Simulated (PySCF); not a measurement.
# C₈H₁₈Cl₂Si: NMR shifts at several levels of theory

How much do the NMR shifts of C₈H₁₈Cl₂Si (`C[Si](C)(CCCCl)CCCCl`) depend on the level of theory, and what does each level cost?

Computed with PySCF 2.14.0, with density-fitted response routines of our own, on a single molecule in the gas phase. Atoms are numbered from 0 throughout.

## (1) The starting structure

29 atoms, charge 0, multiplicity 1; geometry from: GFN2-xTB.

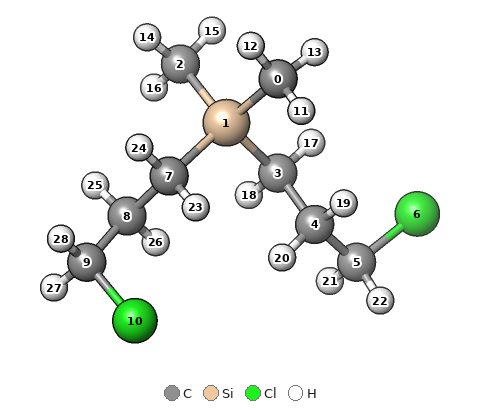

As it starts; carbon grey, silicon light orange, chlorine green, hydrogen white, atoms numbered.

## (2) Relaxing the molecule at PBE0-D3(BJ)/def2-SVP

Job settings and geometry (Å):

```
{"job": {"xc": "PBE0", "basis": "def2-SVP", "d3": "d3bj", "grid": 1, "kind": "geom"}, "charge": 0, "multiplicity": 1}
C     -0.293380    -2.909520     0.857010
Si     0.393570    -1.619410    -0.366500
C      1.080940    -2.490220    -1.918010
C     -1.003650    -0.428080    -0.908790
C     -1.592430     0.388090     0.237740
C     -2.727960     1.290710    -0.217220
Cl    -4.122370     0.330480    -0.787130
C      1.785410    -0.624330     0.497050
C      2.373550     0.486210    -0.367830
C      3.376330     1.341350     0.390810
Cl     2.565980     2.269210     1.685070
H     -0.601550    -2.452310     1.791950
H      0.447250    -3.666750     1.093710
H     -1.157590    -3.417310     0.440630
H      1.940620    -3.107290    -1.676370
H      0.332210    -3.135330    -2.366300
H      1.389760    -1.776970    -2.675780
H     -1.807200    -1.002580    -1.370930
H     -0.637740     0.256240    -1.676240
H     -1.959920    -0.281070     1.016620
H     -0.823170     1.026360     0.677840
H     -2.424240     1.920910    -1.053460
H     -3.096460     1.912100     0.599130
H      1.397900    -0.179260     1.414060
H      2.590320    -1.295800     0.799230
H      2.888300     0.051360    -1.227140
H      1.576500     1.128700    -0.744320
H      3.852530     2.075050    -0.260130
H      4.136030     0.728840     0.876920
```

Standard output:

```text
step   0  E = -1524.23939349  max force = 0.015098
step   1  E = -1524.24316819  max force = 0.005157
step   2  E = -1524.24340126  max force = 0.001554
step   3  E = -1524.24356597  max force = 0.001927
step   4  E = -1524.24363828  max force = 0.002184
step   5  E = -1524.24377265  max force = 0.001388
step   6  E = -1524.24382488  max force = 0.000549
step   7  E = -1524.24384299  max force = 0.000637
step   8  E = -1524.24384300  max force = 0.000678
step   9  E = -1524.24384129  max force = 0.000406
optimisation converged
```

It took 3.6 min on 8 threads of Arm Neoverse V2, shared host.

Relaxation path:

```tsv
step	energy from step 0 (eV)	largest force component (eV/Å)
0	0.0000	0.7764
1	-0.1027	0.2652
2	-0.1091	0.0799
3	-0.1135	0.0991
4	-0.1155	0.1123
5	-0.1192	0.0714
6	-0.1206	0.0282
7	-0.1211	0.0328
8	-0.1211	0.0349
9	-0.1210	0.0209
```

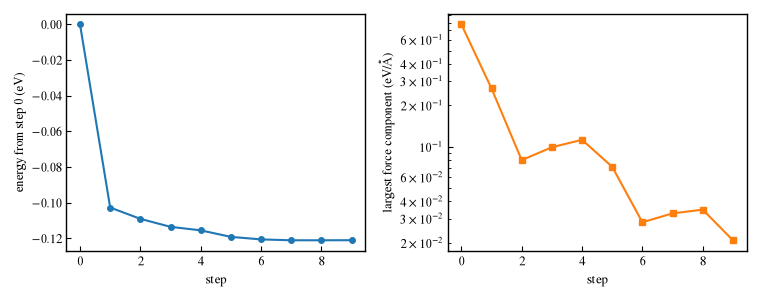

Energy and force, step by step.

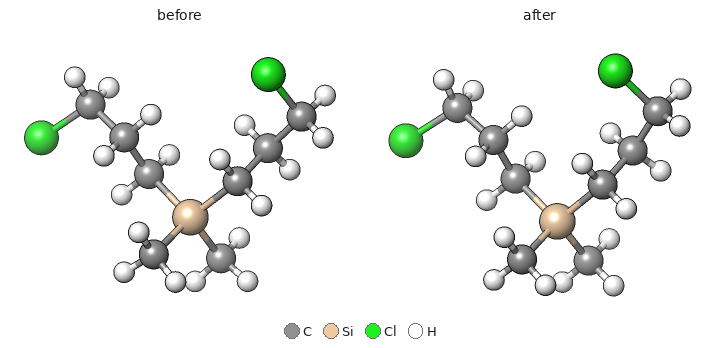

Before and after, at one scale.

Close pairs (by a distance rule), those that changed most:

```tsv
bond	before (Å)	after (Å)	change (Å)
Si1–C7	1.917	1.892	-0.025
C0–Si1	1.906	1.881	-0.025
Si1–C2	1.907	1.883	-0.025
Si1–C3	1.915	1.892	-0.023
C2–H15	1.085	1.102	+0.017
C0–H12	1.085	1.102	+0.016
C2–H14	1.085	1.102	+0.016
C0–H13	1.085	1.102	+0.016
```

The next job starts from the end point, and lists it.

```tsv
at the end point	value
point group (found at 0.08 Å tolerance)	C1
rotational constants (GHz, main isotopes)	0.679, 0.376, 0.271
dipole moment (D)	2.87
```

## (3) Shielding tensors: PBE0/pcSseg-1

Job settings and geometry (Å):

```
{"job": {"kind": "nmr", "xc": "PBE0", "basis": "pcSseg-1", "pop": false}, "charge": 0, "multiplicity": 1}
C     -0.215553    -2.973614     0.782915
Si     0.438050    -1.667379    -0.402935
C      1.137254    -2.486302    -1.947337
C     -0.961867    -0.495572    -0.899629
C     -1.483225     0.382919     0.233246
C     -2.666391     1.252238    -0.141173
Cl    -4.106985     0.280240    -0.588679
C      1.776808    -0.658248     0.473205
C      2.359942     0.477280    -0.363914
C      3.104320     1.525076     0.438533
Cl     2.006768     2.408926     1.552772
H     -0.602512    -2.517195     1.707652
H      0.576695    -3.684515     1.066768
H     -1.035568    -3.548097     0.323388
H      1.965374    -3.168222    -1.696291
H      0.363422    -3.074734    -2.465812
H      1.519151    -1.737820    -2.659811
H     -1.790176    -1.106287    -1.300298
H     -0.623104     0.137138    -1.740221
H     -1.768066    -0.235221     1.101869
H     -0.688217     1.063707     0.587736
H     -2.438125     1.890364    -1.007317
H     -2.974335     1.895085     0.694842
H      1.317082    -0.237977     1.385294
H      2.581262    -1.329750     0.821849
H      3.066130     0.074467    -1.111282
H      1.570877     0.990870    -0.940061
H      3.561970     2.285499    -0.208939
H      3.888557     1.076504     1.065249
```

With the program's defaults for keys left out, this is: GIAO PBE0/pcSseg-1 NMR shielding, non-relativistic, gas phase.

Standard output:

```text
coarse grid: 24720 points
cycle   1  E = -1524.5698026364  dE =  7.063e-01  |g| = 5.958e-01  |ddm| = 4.660e+00
cycle   2  E = -1524.5586305491  dE =  1.117e-02  |g| = 6.441e-01  |ddm| = 1.138e+00
cycle   3  E = -1524.6642532157  dE = -1.056e-01  |g| = 5.070e-02  |ddm| = 6.056e-01
cycle   4  E = -1524.6647538657  dE = -5.006e-04  |g| = 2.518e-02  |ddm| = 7.567e-02
cycle   5  E = -1524.6648984315  dE = -1.446e-04  |g| = 5.893e-03  |ddm| = 2.577e-02
cycle   6  E = -1524.6649066706  dE = -8.239e-06  |g| = 1.803e-03  |ddm| = 7.614e-03
final grid: 221784 points
cycle   7  E = -1524.7286280155  dE = -6.712e-05  |g| = 1.190e-02  |ddm| = 4.031e-02
cycle   8  E = -1524.7286116795  dE =  1.634e-05  |g| = 1.420e-02  |ddm| = 2.157e-02
cycle   9  E = -1524.7286632660  dE = -5.159e-05  |g| = 1.314e-03  |ddm| = 1.257e-02
cycle  10  E = -1524.7286636063  dE = -3.403e-07  |g| = 3.407e-04  |ddm| = 1.679e-03
cycle  11  E = -1524.7286636351  dE = -2.883e-08  |g| = 6.761e-05  |ddm| = 3.478e-04
cycle  12  E = -1524.7286636362  dE = -1.071e-09  |g| = 1.597e-05  |ddm| = 8.088e-05
cycle  13  E = -1524.7286636362  dE = -5.821e-11  |g| = 3.392e-06  |ddm| = 2.289e-05
converged SCF energy = -1524.7286636362

GIAO shielding tensors (ppm)
atom      isotropic    diamagn.    paramagn.     s11        s22        s33       span
  0 C      187.836     254.761     -66.925    182.418    187.348    193.741     11.323
  1 Si     348.788     882.389    -533.600    341.658    351.708    353.000     11.342
  2 C      187.460     254.467     -67.007    182.751    186.677    192.951     10.200
  3 C      173.774     256.352     -82.578    158.726    173.659    188.937     30.212
  4 C      155.830     249.566     -93.736    146.452    149.701    171.335     24.883
  5 C      129.919     244.538    -114.619     98.199    135.592    155.965     57.766
  6 Cl     877.472    1145.444    -267.972    699.759    847.234   1085.423    385.664
  7 C      174.067     257.381     -83.314    160.035    173.087    189.079     29.044
  8 C      155.461     248.291     -92.830    144.975    151.805    169.603     24.627
  9 C      129.792     245.356    -115.564     97.307    136.345    155.725     58.418
 10 Cl     868.621    1148.089    -279.467    679.598    848.092   1078.174    398.577
 11 H       31.085      32.738      -1.653     26.453     29.888     36.915     10.461
 12 H       31.313      29.493       1.820     26.701     28.563     38.674     11.973
 13 H       31.278      30.061       1.217     26.821     28.488     38.525     11.704
 14 H       31.339      29.265       2.074     26.982     28.231     38.805     11.823
 15 H       31.203      29.604       1.599     26.533     28.748     38.326     11.793
 16 H       31.223      32.011      -0.788     26.502     29.988     37.179     10.677
 17 H       30.184      32.777      -2.593     23.935     31.375     35.242     11.307
 18 H       31.195      34.896      -3.701     27.278     30.523     35.786      8.508
 19 H       30.044      33.261      -3.217     24.721     31.619     33.791      9.071
 20 H       29.489      34.142      -4.652     21.488     29.369     37.612     16.124
 21 H       28.102      28.870      -0.768     21.900     28.705     33.702     11.802
 22 H       27.578      28.023      -0.444     20.516     28.359     33.859     13.343
 23 H       30.230      34.891      -4.661     26.103     30.664     33.922      7.819
 24 H       31.155      33.250      -2.095     26.073     29.897     37.495     11.423
 25 H       29.734      31.276      -1.541     23.498     30.050     35.656     12.158
 26 H       30.065      33.590      -3.525     25.006     31.550     33.639      8.632
 27 H       27.614      27.878      -0.264     20.946     27.201     34.694     13.748
 28 H       28.052      28.297      -0.245     22.134     27.411     34.610     12.476
```

It took 57 s on 8 threads of Arm Neoverse V2, shared host.

The references, computed at this level on geometries of the same kind, shield at (ppm): 1H TMS 31.27, 13C TMS 184.4, 29Si TMS 352.0, 35Cl HCl 943. Their shielding less the atom's gives the shift. The references are single molecules in the gas phase. Atoms listed in one row are averaged.

```tsv
atoms	environment	σ (ppm)	δ (ppm)	δ scaled to CDCl3
C5, C9	sp3 CH2 bonded to Cl	129.9	54.6	52.5
C4, C8	sp3 CH2	155.6	28.8	27.4
C3, C7	sp3 CH2 bonded to Si	173.9	10.5	9.7
C0, C2	methyl carbon bonded to Si	187.6	-3.2	-3.6
H21, H22, H27, H28	hydrogen on an sp3 CH2 bonded to Cl	27.84	3.43	3.47
H19, H20, H25, H26	hydrogen on an sp3 CH2	29.83	1.43	1.58
H17, H18, H23, H24	hydrogen on an sp3 CH2 bonded to Si	30.69	0.58	0.76
H11, H12, H13, H14, H15, H16	hydrogen on a methyl carbon bonded to Si	31.24	0.03	0.24
Si1	silicon bonded to 4 C	348.8	3.2	–
Cl6, Cl10	chlorine bonded to C	873	70	–
```

The scaled column applies a straight-line fit of computed shieldings to shifts measured in CDCl3, with any fitted terms for Cl, Br or S neighbours (root-mean-square error 0.21 ppm for H, 2.0 ppm for C).

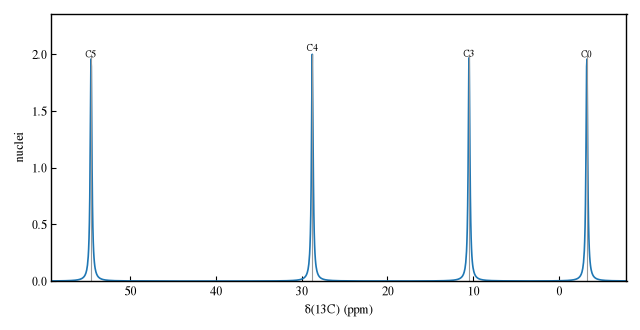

13C lines at the computed shifts, without couplings. Lines are broadened to a width of 0.23 ppm (Lorentzian).

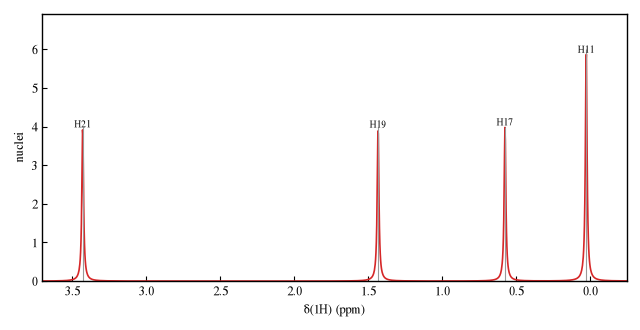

1H lines at the computed shifts, without couplings. Lines are broadened to a width of 0.01 ppm (Lorentzian).

## (4) Nuclear shieldings: PBE/pcSseg-1

Settings changed since step 3:

```diff
@@ -1,2 +1,2 @@
-{"job": {"kind": "nmr", "xc": "PBE0", "basis": "pcSseg-1", "pop": false}, "charge": 0, "multiplicity": 1}
+{"job": {"kind": "nmr", "xc": "PBE", "basis": "pcSseg-1", "pop": false}, "charge": 0, "multiplicity": 1}
 C     -0.215553    -2.973614     0.782915
```

With the program's defaults for keys left out, this is: GIAO PBE/pcSseg-1 NMR shielding, non-relativistic, gas phase.

Standard output:

```text
coarse grid: 24720 points
cycle   1  E = -1524.2862582354  dE =  4.773e-01  |g| = 8.602e-01  |ddm| = 4.781e+00
cycle   2  E = -1524.0376528448  dE =  2.486e-01  |g| = 1.277e+00  |ddm| = 2.098e+00
cycle   3  E = -1524.4821194410  dE = -4.445e-01  |g| = 1.102e-01  |ddm| = 1.392e+00
cycle   4  E = -1524.4849434408  dE = -2.824e-03  |g| = 4.606e-02  |ddm| = 2.073e-01
cycle   5  E = -1524.4854047591  dE = -4.613e-04  |g| = 1.544e-02  |ddm| = 6.396e-02
cycle   6  E = -1524.4854634765  dE = -5.872e-05  |g| = 4.218e-03  |ddm| = 1.780e-02
cycle   7  E = -1524.4854675909  dE = -4.114e-06  |g| = 1.132e-03  |ddm| = 5.198e-03
final grid: 221784 points
cycle   8  E = -1524.5717852835  dE = -6.699e-05  |g| = 1.915e-02  |ddm| = 5.593e-02
cycle   9  E = -1524.5716276981  dE =  1.576e-04  |g| = 3.099e-02  |ddm| = 4.218e-02
cycle  10  E = -1524.5718747847  dE = -2.471e-04  |g| = 3.342e-03  |ddm| = 2.860e-02
cycle  11  E = -1524.5718772518  dE = -2.467e-06  |g| = 8.716e-04  |ddm| = 4.756e-03
cycle  12  E = -1524.5718774392  dE = -1.875e-07  |g| = 1.562e-04  |ddm| = 8.359e-04
cycle  13  E = -1524.5718774455  dE = -6.252e-09  |g| = 3.483e-05  |ddm| = 2.233e-04
cycle  14  E = -1524.5718774457  dE = -2.719e-10  |g| = 7.310e-06  |ddm| = 4.706e-05
converged SCF energy = -1524.5718774457

GIAO shielding tensors (ppm)
atom      isotropic    diamagn.    paramagn.     s11        s22        s33       span
  0 C      183.636     253.745     -70.108    177.519    183.110    190.280     12.761
  1 Si     331.682     883.771    -552.089    324.274    334.643    336.130     11.856
  2 C      183.209     253.450     -70.241    177.836    182.355    189.436     11.600
  3 C      167.691     255.512     -87.821    151.259    167.695    184.117     32.858
  4 C      149.486     249.708    -100.222    140.448    142.936    165.075     24.627
  5 C      123.319     245.010    -121.691     90.328    129.499    150.129     59.801
  6 Cl     845.949    1145.461    -299.513    653.354    808.687   1075.805    422.450
  7 C      167.929     256.596     -88.667    152.655    167.139    183.993     31.338
  8 C      149.038     248.613     -99.575    138.722    144.947    163.445     24.723
  9 C      123.254     245.929    -122.674     89.455    130.325    149.982     60.527
 10 Cl     835.614    1148.308    -312.694    630.855    809.119   1066.867    436.012
 11 H       30.994      32.723      -1.729     26.546     29.874     36.563     10.017
 12 H       31.261      29.495       1.766     26.882     28.644     38.257     11.376
 13 H       31.232      30.065       1.167     26.969     28.552     38.174     11.205
 14 H       31.281      29.263       2.018     27.138     28.271     38.435     11.297
 15 H       31.150      29.609       1.541     26.713     28.814     37.923     11.210
 16 H       31.135      31.984      -0.849     26.610     29.972     36.823     10.213
 17 H       29.997      32.688      -2.691     23.987     31.262     34.741     10.753
 18 H       31.030      34.928      -3.897     27.322     30.513     35.257      7.935
 19 H       29.921      33.351      -3.430     24.788     31.575     33.401      8.613
 20 H       29.280      34.461      -5.180     21.532     29.241     37.067     15.535
 21 H       27.955      29.134      -1.180     21.776     28.626     33.462     11.686
 22 H       27.391      28.082      -0.691     20.419     28.360     33.394     12.975
 23 H       30.001      34.997      -4.996     26.086     30.356     33.561      7.475
 24 H       31.035      33.048      -2.013     26.218     29.945     36.944     10.726
 25 H       29.557      31.047      -1.491     23.538     30.031     35.101     11.562
 26 H       29.915      34.037      -4.122     25.049     31.533     33.163      8.114
 27 H       27.426      27.834      -0.408     20.831     27.222     34.226     13.395
 28 H       27.917      28.239      -0.322     22.023     27.397     34.331     12.308
```

It took 36 s on 8 threads of Arm Neoverse V2, shared host.

In short: δ C5 56.7, C4 30.8, C3 12.2, C0 -3.4, H21 3.52, H19 1.53 ppm (means over like atoms).

## (5) Nuclear shieldings: wB97X-D/pcSseg-1

Settings changed since step 4:

```diff
@@ -1,2 +1,2 @@
-{"job": {"kind": "nmr", "xc": "PBE", "basis": "pcSseg-1", "pop": false}, "charge": 0, "multiplicity": 1}
+{"job": {"kind": "nmr", "xc": "wB97X-D", "basis": "pcSseg-1", "pop": false}, "charge": 0, "multiplicity": 1}
 C     -0.215553    -2.973614     0.782915
```

Method: GIAO wB97X-D/pcSseg-1 NMR shielding, non-relativistic, gas phase.

Standard output:

```text
coarse grid: 24720 points
cycle   1  E = -1525.2816244358  dE =  1.077e+00  |g| = 5.031e-01  |ddm| = 4.584e+00
cycle   2  E = -1525.3172405543  dE = -3.562e-02  |g| = 4.097e-01  |ddm| = 8.780e-01
cycle   3  E = -1525.3559499466  dE = -3.871e-02  |g| = 4.372e-02  |ddm| = 3.548e-01
cycle   4  E = -1525.3564546130  dE = -5.047e-04  |g| = 2.152e-02  |ddm| = 6.904e-02
cycle   5  E = -1525.3565707304  dE = -1.161e-04  |g| = 3.809e-03  |ddm| = 2.348e-02
cycle   6  E = -1525.3565758909  dE = -5.161e-06  |g| = 1.189e-03  |ddm| = 7.888e-03
final grid: 221784 points
cycle   7  E = -1525.4368420464  dE = -3.819e-04  |g| = 7.790e-03  |ddm| = 5.693e-02
cycle   8  E = -1525.4368503519  dE = -8.306e-06  |g| = 6.201e-03  |ddm| = 1.518e-02
cycle   9  E = -1525.4368585496  dE = -8.198e-06  |g| = 7.556e-04  |ddm| = 5.802e-03
cycle  10  E = -1525.4368587212  dE = -1.716e-07  |g| = 3.651e-04  |ddm| = 1.434e-03
cycle  11  E = -1525.4368587564  dE = -3.519e-08  |g| = 6.753e-05  |ddm| = 4.719e-04
cycle  12  E = -1525.4368587581  dE = -1.715e-09  |g| = 1.831e-05  |ddm| = 1.577e-04
cycle  13  E = -1525.4368587583  dE = -1.314e-10  |g| = 7.189e-06  |ddm| = 4.242e-05
converged SCF energy = -1525.4368587583

GIAO shielding tensors (ppm)
atom      isotropic    diamagn.    paramagn.     s11        s22        s33       span
  0 C      187.872     255.079     -67.207    182.890    187.363    193.363     10.473
  1 Si     348.772     882.290    -533.519    341.534    351.841    352.940     11.407
  2 C      187.510     254.691     -67.180    183.231    186.721    192.579      9.349
  3 C      174.434     257.189     -82.755    160.095    174.072    189.135     29.041
  4 C      156.256     249.543     -93.287    146.596    150.229    171.942     25.346
  5 C      130.723     244.634    -113.911     99.442    136.308    156.418     56.976
  6 Cl     881.987    1145.697    -263.710    705.682    851.034   1089.245    383.563
  7 C      174.730     258.139     -83.408    161.445    173.342    189.405     27.960
  8 C      155.954     248.290     -92.336    145.411    152.337    170.114     24.702
  9 C      130.553     245.360    -114.807     98.543    136.988    156.128     57.585
 10 Cl     873.592    1148.451    -274.859    686.006    852.533   1082.237    396.230
 11 H       31.206      33.113      -1.908     26.610     30.021     36.986     10.377
 12 H       31.418      29.453       1.965     26.818     28.674     38.762     11.945
 13 H       31.379      30.114       1.266     26.942     28.610     38.585     11.643
 14 H       31.447      29.211       2.236     27.107     28.362     38.873     11.765
 15 H       31.308      29.628       1.680     26.649     28.862     38.412     11.763
 16 H       31.348      32.288      -0.940     26.662     30.122     37.261     10.599
 17 H       30.353      33.044      -2.691     24.125     31.529     35.406     11.280
 18 H       31.340      35.379      -4.039     27.453     30.657     35.911      8.458
 19 H       30.174      33.582      -3.409     24.882     31.739     33.900      9.018
 20 H       29.657      34.719      -5.062     21.691     29.517     37.763     16.072
 21 H       28.257      29.101      -0.844     22.106     28.855     33.810     11.704
 22 H       27.770      28.143      -0.374     20.745     28.521     34.043     13.299
 23 H       30.414      35.561      -5.147     26.306     30.867     34.069      7.763
 24 H       31.288      33.335      -2.047     26.219     30.027     37.618     11.399
 25 H       29.900      31.397      -1.497     23.700     30.185     35.815     12.115
 26 H       30.213      34.172      -3.959     25.182     31.637     33.819      8.638
 27 H       27.807      27.910      -0.102     21.183     27.359     34.880     13.697
 28 H       28.209      28.339      -0.130     22.342     27.557     34.728     12.386
```

Run time: 77 s. Hardware: 8 threads of Arm Neoverse V2, shared host.

Key values: δ C5 53.9, C4 28.4, C3 10.0, C0 -3.2, H21 3.37, H19 1.39 ppm (means over like atoms).

(Part 1 of 2 ends here.)
